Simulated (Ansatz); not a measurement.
Take TiO2 in the rutile structure (space group P4_2/mnm, No. 136; a = 4.5912 Å, c = 2.9391 Å) as the base.

The change: cell and atoms relaxed at a pressure of 75 GPa.

All numbers come from PBEsol (Ansatz, a first-principles code, PAW, no SOC).

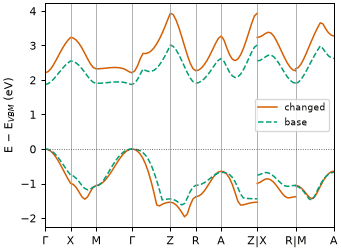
Highest valence and lowest conduction band along the path, each from its own valence-band maximum

Read the changed gap and its character from the plot.

About 2.2 eV, direct at Γ.

Load acts through the strain it causes; cell and atoms are relaxed under it. Whether these cells are dynamically stable was not tested. No other phases were tried under pressure. The final runs are not spin-polarised.
